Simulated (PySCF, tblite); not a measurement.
**C₇H₁₁Cl: dynamics, then NMR shifts on frames, part 1 of 2**

How do NMR shifts of C₇H₁₁Cl (`C=CC/C(C)=C/CCl`) change as the atoms move?

Computed with tblite 0.8.0 and PySCF 2.14.0, with density-fitted response routines of our own, on a single molecule in the gas phase. Atoms are numbered from 0 throughout.

## (1) The molecule as given

19 atoms, charge 0, multiplicity 1; geometry from: GFN2-xTB.

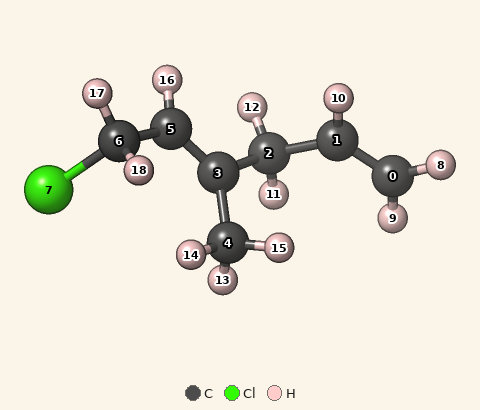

The starting geometry (carbon dark grey, chlorine green, hydrogen pink), atoms numbered.

## (2) Thermal motion with GFN2-xTB

What the job is given:

```
{"job": {"kind": "md", "xc": "GFN2-xTB", "basis": "xTB", "temperature": 600, "steps": 2000, "every": 50, "frames": 5}, "charge": 0, "multiplicity": 1}
C     -3.084031     0.217241     0.014405
C     -1.957593     0.023306     0.673085
C     -0.905342    -0.973320     0.284209
C      0.376056    -0.259290    -0.065155
C      0.342765     0.460098    -1.375675
C      1.410808    -0.269812     0.771579
C      2.712454     0.417395     0.558350
Cl     3.775068    -0.561343    -0.528788
H     -3.810206     0.948806     0.326236
H     -3.333290    -0.356513    -0.863640
H     -1.724127     0.611123     1.551254
H     -1.250780    -1.553917    -0.573104
H     -0.732033    -1.653486     1.121315
H      0.156260    -0.254265    -2.176752
H      1.273705     0.973306    -1.590168
H     -0.474173     1.181494    -1.380791
H      1.345894    -0.854039     1.679575
H      3.262651     0.525191     1.491172
H      2.606111     1.387277     0.075429
```

Level: GFN2-xTB Langevin dynamics, gas phase.

The run is started by

```
OMP_NUM_THREADS=1 python probes_run.py task.json out
```

One launch serves the whole session: the jobs run in the order shown.

Standard output:

```text
t/fs     T/K      E/eV
    0.0   487.5   -682.82980
   25.0   420.0   -682.08392
   50.0   380.3   -681.95458
   75.0   449.5   -681.89159
  100.0   572.3   -681.70375
  125.0   698.4   -681.72263
  150.0   547.5   -681.44187
  175.0   575.7   -681.53361
  200.0   353.3   -681.67856
  225.0   449.3   -681.82772
  250.0   567.1   -681.85524
  275.0   594.0   -681.97803
  300.0   456.4   -681.61168
  325.0   532.3   -681.59204
  350.0   482.7   -681.77953
  375.0   407.1   -681.61934
  400.0   560.9   -681.91385
  425.0   684.8   -682.05770
  450.0   571.6   -681.26539
  475.0   597.5   -681.23571
  500.0   719.5   -681.58918
  525.0   846.2   -681.47533
  550.0   605.8   -681.35906
  575.0   660.7   -681.36423
  600.0   795.2   -681.40040
  625.0   680.2   -681.39164
  650.0   664.7   -681.56417
  675.0   713.8   -681.53540
  700.0   523.1   -680.95744
  725.0   638.5   -681.67907
  750.0   460.0   -681.63410
  775.0   583.4   -681.69647
  800.0   600.5   -681.65195
  825.0   571.7   -681.69273
  850.0   646.3   -681.80629
  875.0   558.5   -681.71412
  900.0   692.8   -681.59006
  925.0   567.5   -681.59367
  950.0   653.2   -681.79985
  975.0   509.4   -681.43190
 1000.0   662.5   -681.51133
```

It took 27 s on 1 thread of Arm Neoverse N1, shared host; peak memory 0.18 GiB.

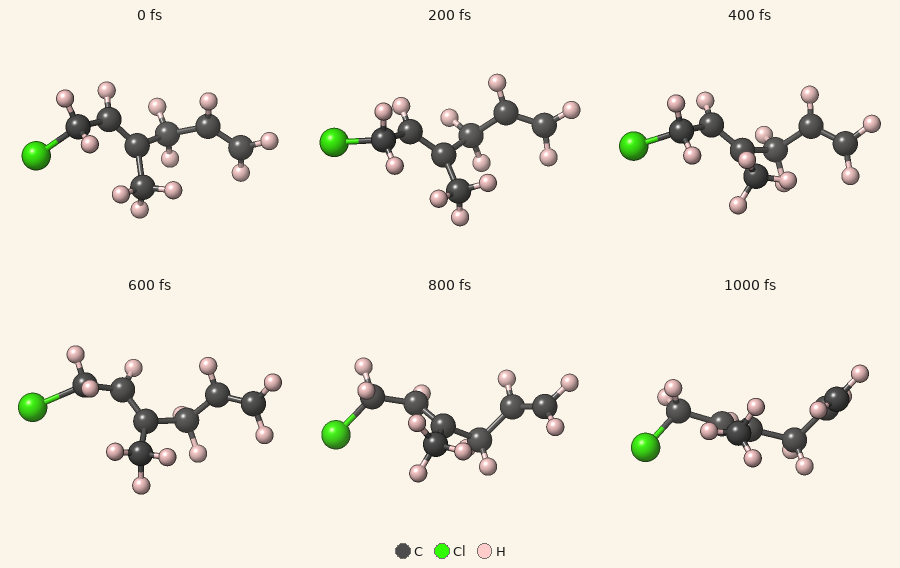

Frames of the run.

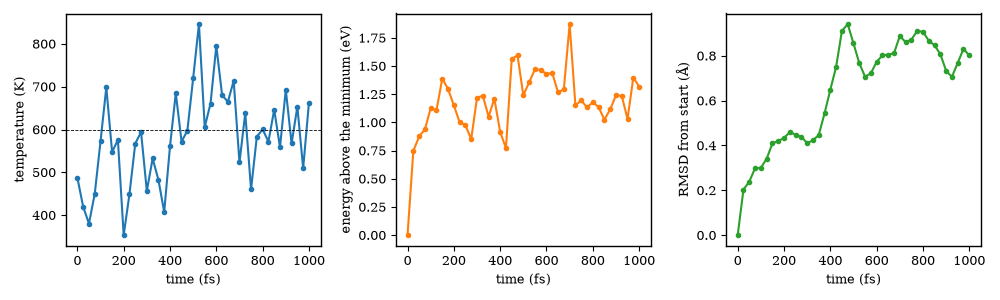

Temperature, potential energy and distance from the start.

Positions (Å) and forces (eV/Å) at 1000 fs:

```xyz
19

C    -1.197    2.266    0.850   -2.017   -1.816    2.158
C    -1.290    1.020    0.439   -0.011   -2.006   -1.132
C    -0.448    0.414   -0.706    1.442    1.060    1.623
C     1.057    0.235   -0.406    0.076    0.844   -0.880
C     1.890    1.486   -0.439   -3.546    0.885    3.052
C     1.640   -0.955   -0.358    0.043   -1.145    0.941
C     3.099   -1.206    0.001   -0.839    0.143    1.190
Cl    4.280   -0.890   -1.211    0.770   -0.013   -1.663
H    -1.895    2.430    1.735    1.288    0.823   -1.363
H    -0.387    2.815    0.520    0.705    1.531   -0.164
H    -2.078    0.339    0.791    0.390    0.400   -0.011
H    -0.622    1.079   -1.506    0.390    1.163   -1.068
H    -0.673   -0.509   -1.122   -1.399   -1.937    0.079
H     2.901    1.421   -0.407    2.649   -0.616   -0.024
H     1.556    2.098    0.500    0.736   -0.925   -1.077
H     1.564    2.114   -1.205   -0.324    0.795   -1.585
H     1.040   -1.901   -0.339    0.483    0.995   -0.224
H     3.199   -2.220    0.361    0.048   -0.575   -0.300
H     3.539   -0.609    0.804   -0.884    0.395    0.449
```

## (3) NMR shieldings: 250 fs, PBE0/pcSseg-1

What the job is given:

```
{"job": {"kind": "nmr", "xc": "PBE0", "basis": "pcSseg-1", "pop": false}, "charge": 0, "multiplicity": 1}
C     -3.040900    -0.509400     0.625800
C     -1.874300    -1.036700     0.929000
C     -1.064700    -1.869400     0.001500
C      0.172600    -1.017800    -0.277700
C     -0.038700     0.025200    -1.319500
C      1.344400    -1.146500     0.326100
C      2.687600    -0.340400     0.154100
Cl     4.026200    -1.449400    -0.285700
H     -3.554700    -0.023200     1.454500
H     -3.671700    -0.663800    -0.250400
H     -1.457200    -0.836200     1.918700
H     -1.680900    -1.988300    -0.871600
H     -0.888900    -2.859700     0.265700
H     -0.578200    -0.394800    -2.225200
H      0.950600     0.332900    -1.616700
H     -0.777900     0.744200    -0.840800
H      1.596500    -1.827800     1.149200
H      2.765700     0.144100     1.049300
H      2.633400     0.399100    -0.699300
```

Method: GIAO PBE0/pcSseg-1 NMR shielding, non-relativistic, gas phase.

Standard output:

```text
coarse grid: 16048 points
cycle   1  E = -732.8474314802  dE =  8.250e-01  |g| = 4.141e-01  |ddm| = 3.846e+00
cycle   2  E = -732.8497661285  dE = -2.335e-03  |g| = 4.192e-01  |ddm| = 8.045e-01
cycle   3  E = -732.8947599447  dE = -4.499e-02  |g| = 6.427e-02  |ddm| = 4.241e-01
cycle   4  E = -732.8954288069  dE = -6.689e-04  |g| = 3.922e-02  |ddm| = 8.797e-02
cycle   5  E = -732.8957927524  dE = -3.639e-04  |g| = 9.620e-03  |ddm| = 3.715e-02
cycle   6  E = -732.8958138090  dE = -2.106e-05  |g| = 2.525e-03  |ddm| = 9.155e-03
cycle   7  E = -732.8958152168  dE = -1.408e-06  |g| = 8.487e-04  |ddm| = 2.786e-03
final grid: 149296 points
cycle   8  E = -732.9439530692  dE = -4.423e-05  |g| = 8.427e-03  |ddm| = 3.724e-02
cycle   9  E = -732.9439481734  dE =  4.896e-06  |g| = 9.313e-03  |ddm| = 1.676e-02
cycle  10  E = -732.9439708937  dE = -2.272e-05  |g| = 1.591e-03  |ddm| = 9.682e-03
cycle  11  E = -732.9439714671  dE = -5.734e-07  |g| = 4.232e-04  |ddm| = 1.592e-03
cycle  12  E = -732.9439715078  dE = -4.074e-08  |g| = 1.034e-04  |ddm| = 3.987e-04
cycle  13  E = -732.9439715102  dE = -2.391e-09  |g| = 3.561e-05  |ddm| = 1.340e-04
cycle  14  E = -732.9439715105  dE = -2.974e-10  |g| = 1.004e-05  |ddm| = 3.739e-05
converged SCF energy = -732.9439715105

GIAO shielding tensors (ppm)
atom      isotropic    diamagn.    paramagn.     s11        s22        s33       span
  0 C       64.502     249.730    -185.228    -42.539     79.488    156.558    199.097
  1 C       39.310     255.588    -216.278    -79.552     48.949    148.532    228.084
  2 C      142.608     247.692    -105.084    123.535    137.507    166.781     43.246
  3 C       46.873     260.015    -213.142    -56.488     36.634    160.473    216.961
  4 C      160.255     248.678     -88.422    136.546    167.819    176.401     39.855
  5 C       54.797     254.353    -199.556    -31.114     63.725    131.779    162.893
  6 C      133.447     249.828    -116.381    101.450    135.540    163.351     61.901
  7 Cl     837.012    1144.505    -307.493    649.667    780.144   1081.225    431.557
  8 H       26.575      28.275      -1.700     23.520     24.831     31.373      7.854
  9 H       25.904      29.345      -3.441     22.859     25.554     29.301      6.442
 10 H       25.544      31.830      -6.286     22.295     25.311     29.027      6.732
 11 H       29.692      33.028      -3.336     28.067     28.452     32.558      4.491
 12 H       29.718      31.554      -1.837     26.121     28.746     34.285      8.164
 13 H       29.271      30.021      -0.750     25.337     27.815     34.662      9.325
 14 H       28.864      32.744      -3.880     22.760     30.502     33.330     10.570
 15 H       27.930      30.683      -2.753     23.626     27.825     32.339      8.713
 16 H       25.929      33.113      -7.183     22.593     24.704     30.492      7.900
 17 H       29.200      31.704      -2.504     23.573     29.627     34.402     10.829
 18 H       26.420      29.919      -3.499     20.655     25.816     32.788     12.133
```

Run time: 72 s. Hardware: 1 thread of Arm Neoverse N1, shared host; peak memory 0.88 GiB.

Shifts follow as δ = σ(reference) − σ, with reference shieldings (ppm) from runs at the same level and on the same kind of geometry: 1H TMS 31.72, 13C TMS 186.9, 35Cl HCl 950. The references are single molecules in the gas phase. Each atom is listed at this fixed geometry, with no averaging over motion; a spectrum would average atoms that exchange fast.

```
atoms                                  environment  σ (ppm)  δ (ppm)
   C1                                    alkene CH     39.3    147.6
   C3              fully substituted alkene carbon     46.9    140.1
   C5                                    alkene CH     54.8    132.1
   C0                         terminal =CH2 carbon     64.5    122.4
   C6                 allylic sp3 CH2 bonded to Cl    133.4     53.5
   C2                              allylic sp3 CH2    142.6     44.3
   C4                        allylic methyl carbon    160.3     26.7
  H10                     hydrogen on an alkene CH    25.54     6.17
   H9           hydrogen on a terminal =CH2 carbon    25.90     5.81
  H16                     hydrogen on an alkene CH    25.93     5.79
  H18  hydrogen on an allylic sp3 CH2 bonded to Cl    26.42     5.30
   H8           hydrogen on a terminal =CH2 carbon    26.57     5.14
  H15         hydrogen on an allylic methyl carbon    27.93     3.79
  H14         hydrogen on an allylic methyl carbon    28.86     2.85
  H17  hydrogen on an allylic sp3 CH2 bonded to Cl    29.20     2.52
  H13         hydrogen on an allylic methyl carbon    29.27     2.45
  H11               hydrogen on an allylic sp3 CH2    29.69     2.02
  H12               hydrogen on an allylic sp3 CH2    29.72     2.00
  Cl7                         chlorine bonded to C      837      113
```

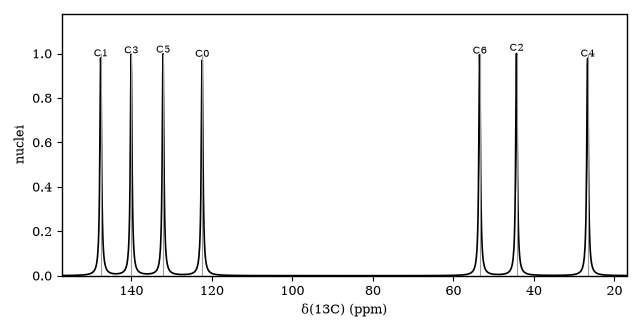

13C lines at the computed shifts, without couplings. Lines are broadened to a width of 0.48 ppm (Lorentzian).

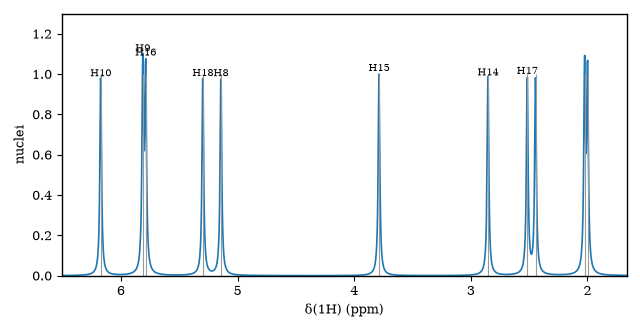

1H lines at the computed shifts, without couplings. Lines are broadened to a width of 0.02 ppm (Lorentzian).

The fields below are evaluated on a grid from the run's orbitals.

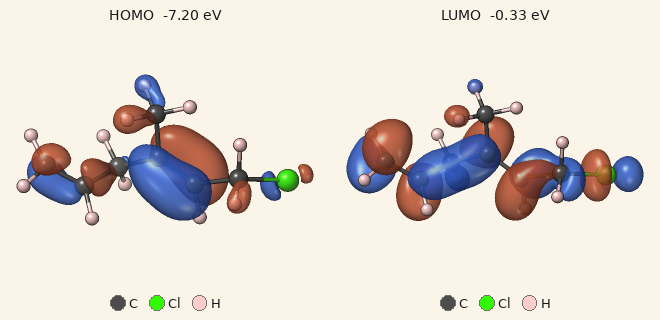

PBE0/pcSseg-1 orbitals near the gap, drawn at the value that encloses 70 % of each; the two colours are the two signs.

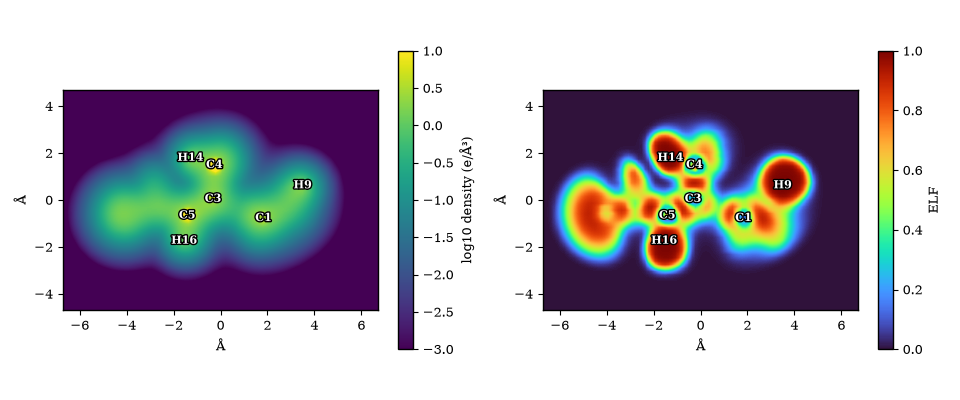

Density (left) and ELF (right) in a plane through or near 7 of the atoms.

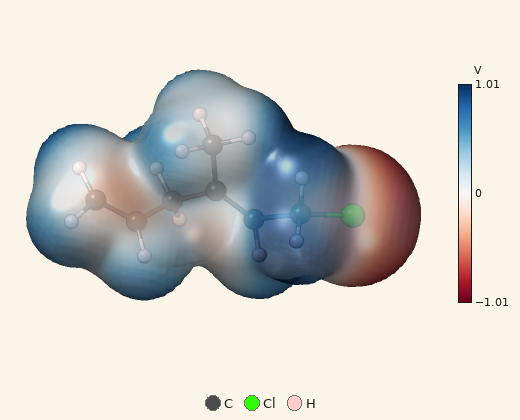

Electrostatic potential on the surface of density 0.002 e/bohr³; red is low, blue high. It runs from -0.85 V near Cl7 to 1.01 V near H17.

## (4) NMR shieldings: 425 fs, PBE0/pcSseg-1

What the job is given:

```
{"job": {"kind": "nmr", "xc": "PBE0", "basis": "pcSseg-1", "pop": false}, "charge": 0, "multiplicity": 1}
C     -2.799100    -0.260700     0.711600
C     -1.958700    -1.249900     0.880100
C     -0.858800    -1.795500     0.072600
C      0.559900    -1.069900     0.062000
C      0.660500     0.151500    -0.775000
C      1.540000    -1.525100     0.767400
C      2.924100    -0.960900     0.827200
Cl     4.014000    -2.149400     0.039300
H     -3.596500    -0.083600     1.411500
H     -2.784800     0.214700    -0.247700
H     -2.044600    -1.728600     1.860000
H     -1.125800    -1.952100    -0.982300
H     -0.611400    -2.775300     0.625500
H     -0.330100     0.697500    -0.638200
H      0.853200    -0.115100    -1.794700
H      1.431900     0.780100    -0.501200
H      1.463700    -2.481000     1.308700
H      3.278100    -0.855100     1.824900
H      2.961100    -0.065400     0.252300
```

Level: GIAO PBE0/pcSseg-1 NMR shielding, non-relativistic, gas phase.

Standard output:

```text
coarse grid: 16048 points
cycle   1  E = -732.8535950963  dE =  9.207e-01  |g| = 4.303e-01  |ddm| = 3.875e+00
cycle   2  E = -732.8607040579  dE = -7.109e-03  |g| = 4.147e-01  |ddm| = 8.118e-01
cycle   3  E = -732.9047592735  dE = -4.406e-02  |g| = 3.864e-02  |ddm| = 4.024e-01
cycle   4  E = -732.9049776068  dE = -2.183e-04  |g| = 2.506e-02  |ddm| = 5.890e-02
cycle   5  E = -732.9051193108  dE = -1.417e-04  |g| = 8.030e-03  |ddm| = 2.647e-02
cycle   6  E = -732.9051341184  dE = -1.481e-05  |g| = 1.868e-03  |ddm| = 8.021e-03
cycle   7  E = -732.9051348057  dE = -6.873e-07  |g| = 6.607e-04  |ddm| = 1.965e-03
final grid: 149296 points
cycle   8  E = -732.9526948797  dE = -4.520e-05  |g| = 8.346e-03  |ddm| = 3.277e-02
cycle   9  E = -732.9526912051  dE =  3.675e-06  |g| = 8.983e-03  |ddm| = 1.586e-02
cycle  10  E = -732.9527123462  dE = -2.114e-05  |g| = 1.311e-03  |ddm| = 9.137e-03
cycle  11  E = -732.9527127207  dE = -3.745e-07  |g| = 3.698e-04  |ddm| = 1.422e-03
cycle  12  E = -732.9527127528  dE = -3.209e-08  |g| = 1.007e-04  |ddm| = 3.684e-04
cycle  13  E = -732.9527127551  dE = -2.328e-09  |g| = 2.999e-05  |ddm| = 1.191e-04
cycle  14  E = -732.9527127554  dE = -2.192e-10  |g| = 6.348e-06  |ddm| = 3.101e-05
converged SCF energy = -732.9527127554

GIAO shielding tensors (ppm)
atom      isotropic    diamagn.    paramagn.     s11        s22        s33       span
  0 C       63.202     255.583    -192.381    -55.869     83.946    161.529    217.398
  1 C       40.822     255.695    -214.872    -84.443     50.022    156.887    241.330
  2 C      135.023     245.413    -110.390    115.109    131.318    158.642     43.533
  3 C       43.757     260.767    -217.010    -57.805     43.758    145.318    203.123
  4 C      172.192     249.950     -77.758    161.229    171.461    183.886     22.657
  5 C       58.802     254.141    -195.339    -34.977     80.368    131.015    165.992
  6 C      140.839     246.566    -105.728    113.797    140.316    168.404     54.607
  7 Cl     838.239    1144.037    -305.799    625.956    798.370   1090.389    464.433
  8 H       25.887      28.552      -2.665     23.199     25.155     29.308      6.109
  9 H       26.500      32.713      -6.213     22.145     25.615     31.741      9.596
 10 H       25.363      30.240      -4.876     21.734     25.070     29.286      7.552
 11 H       28.467      29.720      -1.254     25.181     27.760     32.459      7.278
 12 H       27.374      30.408      -3.034     22.958     28.485     30.680      7.722
 13 H       28.777      31.839      -3.062     23.444     28.662     34.224     10.779
 14 H       30.407      31.075      -0.668     26.815     27.818     36.589      9.774
 15 H       30.858      34.301      -3.442     25.571     31.624     35.380      9.809
 16 H       26.010      33.230      -7.220     22.517     25.475     30.039      7.522
 17 H       28.201      28.761      -0.560     22.343     27.671     34.590     12.247
 18 H       27.878      30.270      -2.392     22.777     27.136     33.722     10.945
```

Wall time 56 s (1 thread of Arm Neoverse N1, shared host); peak memory 0.9 GiB.

In short: δ C1 146.1, C3 143.2, C5 128.1, C0 123.7, H10 6.35, H8 5.83 ppm.

## (5) NMR shieldings: 625 fs, PBE0/pcSseg-1

What the job is given:

```
{"job": {"kind": "nmr", "xc": "PBE0", "basis": "pcSseg-1", "pop": false}, "charge": 0, "multiplicity": 1}
C     -2.337600     1.109400     0.906800
C     -1.300900     0.312200     1.137900
C     -0.735200    -0.536700     0.038300
C      0.868900    -0.404200     0.189800
C      1.405500     0.531600    -0.832900
C      1.607000    -1.099600     1.003000
C      3.171100    -0.811300     1.241100
Cl     4.503900    -1.671000     0.244500
H     -2.948200     1.509900     1.634200
H     -2.577000     1.298300    -0.190900
H     -1.005100     0.103400     2.124200
H     -1.137600    -0.304900    -0.920200
H     -1.010100    -1.517600     0.038200
H      0.877000     1.472300    -0.853700
H      1.156800     0.174900    -1.829900
H      2.566100     0.666200    -0.828500
H      1.173300    -1.832800     1.652900
H      3.495000    -1.146800     2.245600
H      3.432000     0.285300     1.299000
```

Level: GIAO PBE0/pcSseg-1 NMR shielding, non-relativistic, gas phase.

Standard output:

```text
coarse grid: 16048 points
cycle   1  E = -732.8282567200  dE =  6.612e-01  |g| = 4.263e-01  |ddm| = 3.809e+00
cycle   2  E = -732.8268775950  dE =  1.379e-03  |g| = 4.513e-01  |ddm| = 8.214e-01
cycle   3  E = -732.8782164233  dE = -5.134e-02  |g| = 7.096e-02  |ddm| = 4.409e-01
cycle   4  E = -732.8791758428  dE = -9.594e-04  |g| = 3.611e-02  |ddm| = 8.776e-02
cycle   5  E = -732.8794923921  dE = -3.165e-04  |g| = 9.410e-03  |ddm| = 3.629e-02
cycle   6  E = -732.8795117633  dE = -1.937e-05  |g| = 3.077e-03  |ddm| = 9.305e-03
cycle   7  E = -732.8795139499  dE = -2.187e-06  |g| = 9.856e-04  |ddm| = 3.571e-03
final grid: 149296 points
cycle   8  E = -732.9299538536  dE = -5.015e-05  |g| = 8.725e-03  |ddm| = 4.117e-02
cycle   9  E = -732.9299448423  dE =  9.011e-06  |g| = 1.035e-02  |ddm| = 1.815e-02
cycle  10  E = -732.9299730330  dE = -2.819e-05  |g| = 1.951e-03  |ddm| = 1.091e-02
cycle  11  E = -732.9299739262  dE = -8.932e-07  |g| = 4.103e-04  |ddm| = 1.809e-03
cycle  12  E = -732.9299739625  dE = -3.624e-08  |g| = 1.368e-04  |ddm| = 4.071e-04
cycle  13  E = -732.9299739669  dE = -4.405e-09  |g| = 3.751e-05  |ddm| = 1.592e-04
cycle  14  E = -732.9299739672  dE = -3.461e-10  |g| = 1.026e-05  |ddm| = 4.051e-05
converged SCF energy = -732.9299739672

GIAO shielding tensors (ppm)
atom      isotropic    diamagn.    paramagn.     s11        s22        s33       span
  0 C       56.441     254.957    -198.516    -61.176     81.451    149.048    210.224
  1 C       40.566     253.988    -213.422    -84.510     53.576    152.633    237.143
  2 C      138.738     248.332    -109.595    113.398    130.164    172.651     59.253
  3 C       31.297     260.802    -229.505    -79.837     23.765    149.962    229.799
  4 C      160.522     247.316     -86.794    144.181    151.792    185.592     41.412
  5 C       63.312     250.824    -187.512    -28.295     82.615    135.616    163.911
  6 C      126.755     238.197    -111.442     88.338    129.457    162.470     74.132
  7 Cl     779.422    1143.442    -364.021    536.128    693.708   1108.429    572.301
  8 H       26.760      30.620      -3.861     22.965     26.547     30.768      7.803
  9 H       25.323      30.115      -4.792     21.931     24.195     29.844      7.913
 10 H       26.149      32.698      -6.548     22.715     25.629     30.104      7.389
 11 H       29.825      34.630      -4.805     27.819     29.276     32.380      4.560
 12 H       30.124      34.029      -3.904     26.878     29.537     33.958      7.080
 13 H       29.812      31.250      -1.438     25.819     29.169     34.446      8.627
 14 H       29.871      30.202      -0.330     26.177     28.279     35.157      8.980
 15 H       27.586      28.120      -0.534     22.285     28.208     32.265      9.980
 16 H       26.061      32.927      -6.866     22.932     25.761     29.489      6.557
 17 H       26.779      25.792       0.987     20.154     26.964     33.218     13.064
 18 H       26.711      27.002      -0.291     21.652     27.079     31.402      9.750
```

Wall time 56 s (1 thread of Arm Neoverse N1, shared host); peak memory 0.9 GiB.

Key values: δ C3 155.6, C1 146.4, C0 130.5, C5 123.6, H9 6.39, H16 5.66 ppm.

(Continued in part 2 of 2.)
